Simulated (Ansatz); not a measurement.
**Nudged elastic band, with input and output: InHBrCl3**

InHBrCl3, computed with RKS PBE0/def2-SVP (Ansatz 0.2.0).

It belongs to a series of runs on one base structure; here: band between the two ends.

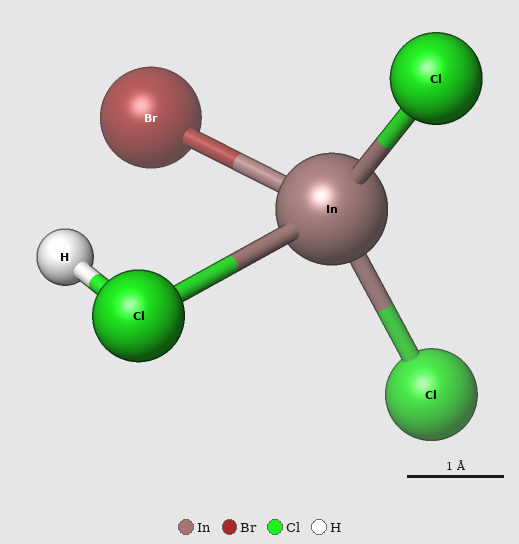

Fig. 1: The starting structure (ball-and-stick view, seen at a tilt). Sticks mark near contacts. Bond lengths as drawn: Br–In 2.49 Å, Cl–H 1.30 Å and Cl–In 2.33 to 2.83 Å.

**The input**
```yaml
crystal:
  periodic: [false, false, false]
  atoms:
    - { symbol: In, position_ang: [-0.371928, -0.699069, 0.299676] }
    - { symbol: Br, position_ang: [2.11223, -0.890242, 0.171642] }
    - { symbol: Cl, position_ang: [-1.656899, -1.647517, -1.397267] }
    - { symbol: Cl, position_ang: [-1.352934, -0.196045, 2.352692] }
    - { symbol: H, position_ang: [1.25792, 1.530439, -0.691501] }
    - { symbol: Cl, position_ang: [0.011611, 1.902535, -0.73534] }
basis:
  gaussian: { orbitals: def2-SVP }
hamiltonian:
  xc: pbe0
neb:
  order_check: false
  images: 7
  f_tol: 0.03
  max_iterations: 23
  final_atoms:
    - { symbol: In, position_ang: [-0.82631154, -0.16663834, 0.13072328] }
    - { symbol: Br, position_ang: [2.09610986, -0.48466571, 0.01734523] }
    - { symbol: Cl, position_ang: [-1.53803843, -1.82047315, -1.34695297] }
    - { symbol: Cl, position_ang: [-1.23278175, -0.36522608, 2.41553445] }
    - { symbol: H, position_ang: [1.88692873, 0.84986655, -0.47964601] }
    - { symbol: Cl, position_ang: [-0.38590688, 1.98723773, -0.73710198] }
  initial_path:
    images:
      - { positions_ang: [[-0.371928, -0.699069, 0.299676], [2.11223, -0.890242, 0.171642], [-1.656899, -1.647517, -1.397267], [-1.352934, -0.196045, 2.352692], [1.25792, 1.530439, -0.691501], [0.011611, 1.902535, -0.73534]] }
      - { positions_ang: [[-0.45670574, -0.64881438, 0.28475498], [2.16946751, -0.8076399, 0.13710389], [-1.67953065, -1.68577742, -1.38337656], [-1.36793582, -0.23211445, 2.36929528], [1.31942691, 1.43603935, -0.65284387], [0.01527779, 1.93840781, -0.75503173]] }
      - { positions_ang: [[-0.54148348, -0.59855977, 0.26983397], [2.22670501, -0.72503779, 0.10256579], [-1.7021623, -1.72403784, -1.36948612], [-1.38293764, -0.26818391, 2.38589856], [1.38093382, 1.34163969, -0.61418673], [0.01894459, 1.97428061, -0.77472346]] }
      - { positions_ang: [[-0.62626122, -0.54830515, 0.25491295], [2.28394252, -0.64243569, 0.06802768], [-1.72479395, -1.76229826, -1.35559568], [-1.39793946, -0.30425336, 2.40250183], [1.44244073, 1.24724004, -0.5755296], [0.02261138, 2.01015342, -0.79441519]] }
      - { positions_ang: [[-0.71103896, -0.49805053, 0.23999194], [2.34118003, -0.55983359, 0.03348958], [-1.74742559, -1.80055868, -1.34170524], [-1.41294129, -0.34032281, 2.41910511], [1.50394764, 1.15284038, -0.53687246], [0.02627817, 2.04602623, -0.81410692]] }
      - { positions_ang: [[-0.7398571, -0.41519749, 0.21267477], [2.27991249, -0.54104162, 0.02945349], [-1.6950788, -1.8055373, -1.34301717], [-1.3679014, -0.34654863, 2.41821244], [1.59969291, 1.07709692, -0.52256585], [-0.07676809, 2.0313291, -0.79485569]] }
      - { positions_ang: [[-0.76867525, -0.33234444, 0.18535761], [2.21864495, -0.52224965, 0.0254174], [-1.64273201, -1.81051591, -1.3443291], [-1.32286152, -0.35277445, 2.41731978], [1.69543818, 1.00135346, -0.50825924], [-0.17981436, 2.01663198, -0.77560445]] }
      - { positions_ang: [[-0.79749339, -0.24949139, 0.15804045], [2.15737741, -0.50345768, 0.02138132], [-1.59038522, -1.81549453, -1.34564104], [-1.27782163, -0.35900026, 2.41642711], [1.79118346, 0.92561001, -0.49395263], [-0.28286062, 2.00193486, -0.75635322]] }
      - { positions_ang: [[-0.82631154, -0.16663834, 0.13072328], [2.09610986, -0.48466571, 0.01734523], [-1.53803843, -1.82047315, -1.34695297], [-1.23278175, -0.36522608, 2.41553445], [1.88692873, 0.84986655, -0.47964601], [-0.38590688, 1.98723773, -0.73710198]] }
```

Hardware: 2 threads of Intel Xeon @ 2.50GHz (Skylake/Cascade Lake), 189 GiB of memory available, shared host.

Run as:
```bash
ansatz run input.yaml --threads 2 --pin off --max-ram 3072MiB --backend cpu --events-out ev --progress --plain --runs-dir out
```

**What the program printed**
```
Engine: ansatz 0.2.0, x86_64-unknown-linux-gnu
Functional definition: PBE0
  parameter a = 0.25
  parameter kappa = 0.804
  parameter beta = 0.06672455060314922
  exchange = (1 - a)*pbe_x(kappa = kappa, mu = beta*pi^2/3) + a*exact_x
  correlation = pbe_c(beta = beta)
1252 factors; integrals over basis functions are off by at most 2.0e-4 eV
mean field evaluation 1: about -112766.9123 eV, gradient 2.2e1 eV
mean field evaluation 2: about -112766.0509 eV, gradient 2.9e1 eV
mean field evaluation 4: about -112768.3325 eV, gradient 5.0e-1 eV
mean field evaluation 8: about -112768.3620 eV, gradient 2.6e-2 eV
mean field -112768.36202069 eV, -4144.1608671194 hartree, gradient 7.3e-5 eV, S^2 0.000000; 0 other end points of the search recorded, 0 dependent functions left out
the calculation of the forces begins
reference -112768.36205528 eV, -4144.1608683905 hartree; 54, 54 occupied and 63, 63 virtual orbitals, 1252 factors
1254 factors; integrals over basis functions are off by at most 1.2e-3 eV
mean field evaluation 16: about -112766.5924 eV, gradient 2.3e1 eV
mean field -112768.17970510 eV, -4144.1541671448 hartree, gradient 3.9e-5 eV, S^2 0.000000; 0 other end points of the search recorded, 0 dependent functions left out
[... from here on the field's lines of each further geometry are left out, up to the last ...]
NEB iter   1: max|band force component| = 2.391e0 eV/Å  barrier→ = 1.2773 eV  barrier← = 1.0950 eV  Δτ_max = 0.2000 Å  (236 SCF iters)
NEB iter   2: max|band force component| = 1.581e0 eV/Å  barrier→ = 0.3957 eV  barrier← = 0.2134 eV  Δτ_max = 0.2000 Å  (203 SCF iters)
NEB iter   3: max|band force component| = 1.685e0 eV/Å  barrier→ = 0.4384 eV  barrier← = 0.2561 eV  Δτ_max = 0.0995 Å  (203 SCF iters)
NEB iter   4: max|band force component| = 5.301e-1 eV/Å  barrier→ = 0.2909 eV  barrier← = 0.1086 eV  Δτ_max = 0.0404 Å  (207 SCF iters)
NEB iter   5: max|band force component| = 1.487e-1 eV/Å  barrier→ = 0.2834 eV  barrier← = 0.1010 eV  CI = image 5  Δτ_max = 0.0549 Å  (214 SCF iters)
NEB iter   6: max|band force component| = 1.225e-1 eV/Å  barrier→ = 0.2930 eV  barrier← = 0.1107 eV  CI = image 5  Δτ_max = 0.0176 Å  (206 SCF iters)
NEB iter   7: max|band force component| = 7.473e-2 eV/Å  barrier→ = 0.2942 eV  barrier← = 0.1119 eV  CI = image 5  Δτ_max = 0.0083 Å  (195 SCF iters)
the calculation of the forces begins
reference -112768.16943225 eV, -4144.1537896247 hartree; 54, 54 occupied and 63, 63 virtual orbitals, 1254 factors
1254 factors; integrals over basis functions are off by at most 7.5e-4 eV
mean field evaluation 576: about -112768.0296 eV, gradient 1.9e0 eV
mean field -112768.06787156 eV, -4144.1500573380 hartree, gradient 2.0e-5 eV, S^2 0.000000; 1 other end points of the search recorded, 0 dependent functions left out
the calculation of the forces begins
reference -112768.06790632 eV, -4144.1500586156 hartree; 54, 54 occupied and 63, 63 virtual orbitals, 1254 factors
NEB iter   8: max|band force component| = 2.408e-2 eV/Å  barrier→ = 0.2941 eV  barrier← = 0.1118 eV  CI = image 5  Δτ_max = 0.0000 Å  (350 SCF iters)
```

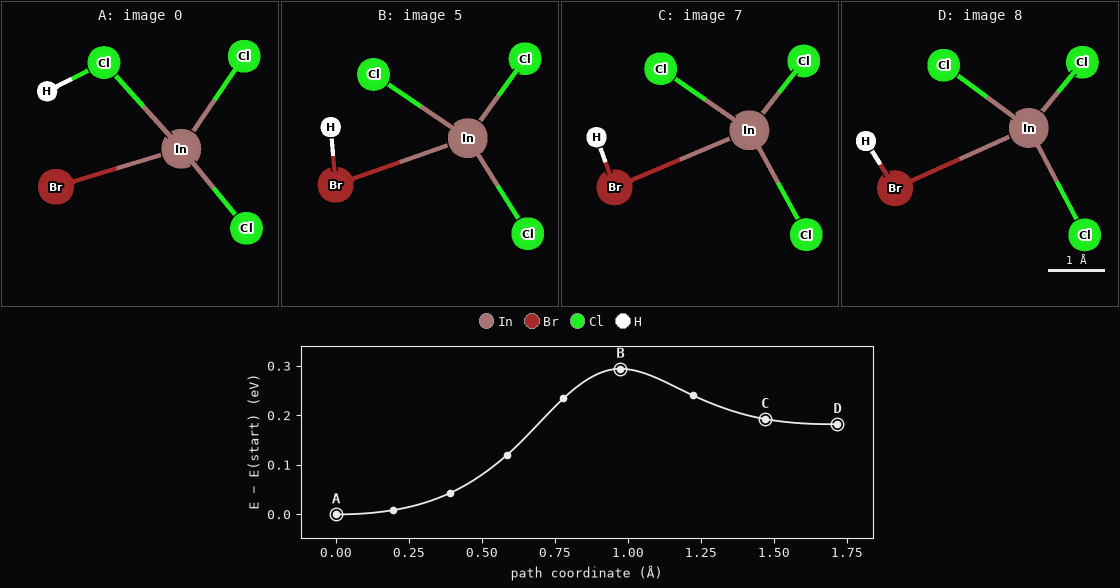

Fig. 2: Images of the last band (counted from 0; ball-and-stick, seen at a tilt) above the energy along the path; the line is a cubic interpolation that uses the forces. The highest image is number 5, 0.294 eV above the start and 0.112 eV above the end (the climbing image); the end lies 0.182 eV above the start. The path is 1.72 Å long. The band converged in 8 iterations.

```
Total energy: -112768.06790632 eV, -4144.1500586156 hartree
Atom 0 at    -0.620745    -0.364335     0.188688 Å, force     0.014262     0.009694    -0.000468 eV/Å
Atom 1 at     2.088563    -0.444561     0.007067 Å, force    -0.005153    -0.004272     0.002360 eV/Å
Atom 2 at    -1.594624    -1.747057    -1.403354 Å, force    -0.003017    -0.005511    -0.004444 eV/Å
Atom 3 at    -1.276794    -0.269273     2.415080 Å, force    -0.005446    -0.000264     0.004510 eV/Å
Atom 4 at     1.394427     0.953295    -0.477200 Å, force     0.007356     0.001210    -0.007550 eV/Å
Atom 5 at     0.009173     1.872031    -0.730379 Å, force    -0.008002    -0.000857     0.005592 eV/Å
Dipole moment:     0.307365     0.088573    -0.060096 e Å
this run last wrote the band of iteration 8 to [file]
```

**The last band as extended XYZ (Å, eV, eV/Å)**
```
6
Properties=species:S:1:pos:R:3:forces:R:3 image=0 energy=-112768.36202
In   -0.3719   -0.6991    0.2997   -0.0010   0.0042  -0.0017
Br    2.1122   -0.8902    0.1716   -0.0044  -0.0003   0.0009
Cl   -1.6569   -1.6475   -1.3973    0.0024  -0.0001   0.0011
Cl   -1.3529   -0.1960    2.3527    0.0023  -0.0016  -0.0005
H     1.2579    1.5304   -0.6915    0.0005   0.0012  -0.0008
Cl    0.0116    1.9025   -0.7353    0.0003  -0.0035   0.0010
6
Properties=species:S:1:pos:R:3:forces:R:3 image=1 energy=-112768.35349
In   -0.4013   -0.6563    0.2856    0.0212  -0.0319   0.0109
Br    2.0993   -0.7845    0.1341    0.0079  -0.0489   0.0174
Cl   -1.6505   -1.6619   -1.4028   -0.0060   0.0107   0.0038
Cl   -1.3433   -0.2058    2.3669   -0.0085   0.0062  -0.0088
H     1.2490    1.3978   -0.6401    0.0056   0.0615  -0.0248
Cl    0.0469    1.9108   -0.7437   -0.0202   0.0025   0.0015
6
Properties=species:S:1:pos:R:3:forces:R:3 image=2 energy=-112768.31915
In   -0.4424   -0.5973    0.2653    0.0805  -0.1145   0.0392
Br    2.0824   -0.6833    0.0981    0.0124  -0.1288   0.0463
Cl   -1.6379   -1.6839   -1.4098   -0.0192   0.0329   0.0071
Cl   -1.3253   -0.2182    2.3848   -0.0259   0.0214  -0.0234
H     1.2412    1.2737   -0.5908   -0.0142   0.1581  -0.0616
Cl    0.0820    1.9090   -0.7477   -0.0336   0.0308  -0.0075
6
Properties=species:S:1:pos:R:3:forces:R:3 image=3 energy=-112768.24270
In   -0.4968   -0.5198    0.2391    0.1730  -0.2242   0.0750
Br    2.0701   -0.5868    0.0631   -0.0022  -0.2218   0.0833
Cl   -1.6234   -1.7085   -1.4117   -0.0335   0.0496  -0.0012
Cl   -1.3062   -0.2347    2.4003   -0.0415   0.0402  -0.0263
H     1.2542    1.1594   -0.5468   -0.1411   0.2995  -0.1091
Cl    0.1021    1.8905   -0.7441    0.0453   0.0567  -0.0217
6
Properties=species:S:1:pos:R:3:forces:R:3 image=4 energy=-112768.12753
In   -0.5602   -0.4370    0.2120    0.1869  -0.1959   0.0662
Br    2.0730   -0.5043    0.0313   -0.0358  -0.1669   0.0667
Cl   -1.6096   -1.7284   -1.4087   -0.0329   0.0320  -0.0155
Cl   -1.2911   -0.2508    2.4094   -0.0363   0.0365  -0.0083
H     1.3062    1.0486   -0.5074   -0.2664   0.3097  -0.1071
Cl    0.0818    1.8720   -0.7367    0.1845  -0.0154  -0.0021
6
Properties=species:S:1:pos:R:3:forces:R:3 image=5 energy=-112768.06787
In   -0.6207   -0.3643    0.1887    0.0143   0.0097  -0.0005
Br    2.0886   -0.4446    0.0071   -0.0052  -0.0043   0.0024
Cl   -1.5946   -1.7471   -1.4034   -0.0030  -0.0055  -0.0044
Cl   -1.2768   -0.2693    2.4151   -0.0054  -0.0003   0.0045
H     1.3944    0.9533   -0.4772    0.0074   0.0012  -0.0076
Cl    0.0092    1.8720   -0.7304   -0.0080  -0.0009   0.0056
6
Properties=species:S:1:pos:R:3:forces:R:3 image=6 energy=-112768.12144
In   -0.7009   -0.2788    0.1622   -0.0901   0.0985  -0.0291
Br    2.1133   -0.4305   -0.0006    0.0255   0.0108  -0.0062
Cl   -1.5732   -1.7737   -1.3902    0.0176  -0.0197   0.0146
Cl   -1.2581   -0.2990    2.4193    0.0136  -0.0248  -0.0006
H     1.5392    0.8816   -0.4608    0.1710  -0.0938   0.0199
Cl   -0.1203    1.9006   -0.7300   -0.1377   0.0290   0.0015
6
Properties=species:S:1:pos:R:3:forces:R:3 image=7 energy=-112768.16940
In   -0.7756   -0.2097    0.1422   -0.0324   0.0318  -0.0090
Br    2.1185   -0.4560    0.0070    0.0015  -0.0121   0.0044
Cl   -1.5518   -1.8008   -1.3681    0.0083  -0.0066   0.0098
Cl   -1.2415   -0.3354    2.4186    0.0056  -0.0118  -0.0038
H     1.7030    0.8571   -0.4654    0.0711  -0.0154  -0.0010
Cl   -0.2527    1.9449   -0.7344   -0.0542   0.0141  -0.0004
6
Properties=species:S:1:pos:R:3:forces:R:3 image=8 energy=-112768.17971
In   -0.8263   -0.1666    0.1307   -0.0033   0.0010  -0.0005
Br    2.0961   -0.4847    0.0173    0.0004   0.0132  -0.0049
Cl   -1.5380   -1.8205   -1.3470    0.0022   0.0025   0.0004
Cl   -1.2328   -0.3652    2.4155    0.0016   0.0009  -0.0012
H     1.8869    0.8499   -0.4796   -0.0043  -0.0133   0.0051
Cl   -0.3859    1.9872   -0.7371    0.0034  -0.0043   0.0011
```

**Results in brief**

- outcome: converged
- barrier, forward: 0.294 eV
- barrier, backward: 0.112 eV
- wall time: 9.8 min (CPU time 18 min)
- peak memory: 0.36 GiB

**Remarks**

The order of the saddle point was not checked.
